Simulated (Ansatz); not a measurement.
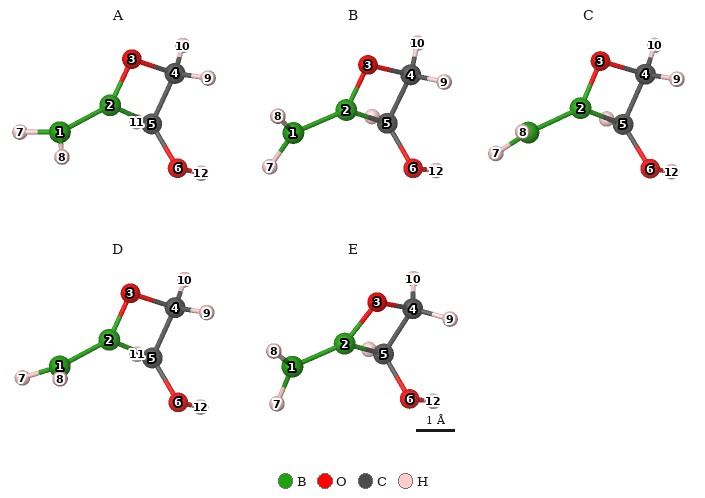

5 geometries from one relaxation of C2H6B2O2 (coarse preliminary run), in shuffled order. The picture is a ball-and-stick view, seen at a tilt.

The start comes from a force field.

All numbers below come from RKS PBE-D4/def2-SVP in Ansatz 0.2.0. Set-up: force threshold 0.03 eV/Å; at most 200 steps.

Question: Put them in the order of the run, from the start to the converged end.

Answer: E, B, C, D, A. They are steps 0, 6, 10, 12, 20, at +22.9 kcal/mol, +4.60 kcal/mol, +2.37 kcal/mol, +0.81 kcal/mol relative to the last. Over 17 accepted moves (20 points after the start) the energy falls by 22.9 kcal/mol. The largest force component goes from 3.7 to 0.014 eV/Å. The line search rejected the trial steps at points 3, 17, 19 of the run. The largest move after the best rigid fit is that of H8, 1.25 Å. Largest moves by element: H 1.25 Å, O 0.45 Å, C 0.14 Å, B 0.13 Å. Among the contacts that change: O3–C4 1.359 → 1.462 Å, B2–O3 1.465 → 1.385 Å, B1–H8 1.158 → 1.220 Å, B2–C5 1.579 → 1.624 Å. Among the angles between lasting bonds that change: C5–C4–H10 108.4° → 118.5°, O3–B2–C5 85.0° → 93.5°, C4–C5–O6 111.6° → 119.7°. Groups turn about B1–B2 by about 85°. Cost: 26 s on 4 threads of Arm Neoverse V1 (shared host).
